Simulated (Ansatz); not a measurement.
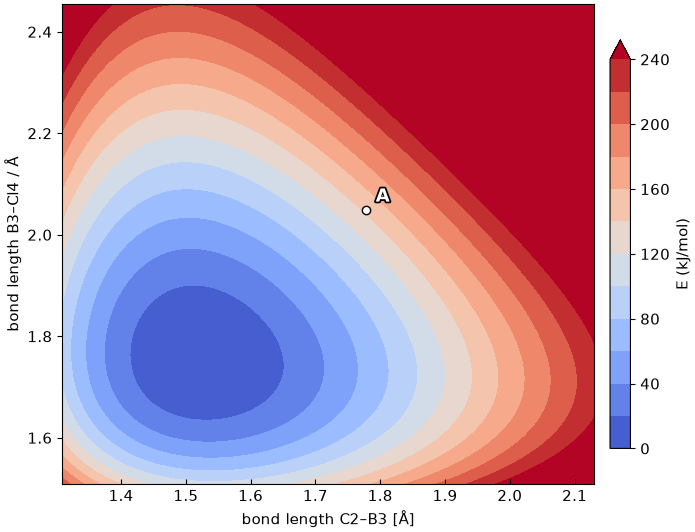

C₂H₂BCl, SMILES C#CBCl. Coordinates scanned: (1) bond length C2–B3; (2) bond length B3–Cl4. Nothing is relaxed (all other coordinates rigid). Grid: 15 × 15 points. Points are written as (first, second). Energies are in kJ/mol, from the relaxed molecule at the same level. Computed with Ansatz, RHF/def2-TZVP.

In the figure: filled contours, one colour for all values above the top of the scale, the point A. Between grid points the surface is interpolated.

> Is A at rest? If not, where is it pushed?

A, at (1.778 Å, 2.049 Å), is not a stationary point. The computed force is 460 kJ/mol for each Å towards smaller values of bond length C2–B3 and 390 kJ/mol for each Å towards smaller values of bond length B3–Cl4.
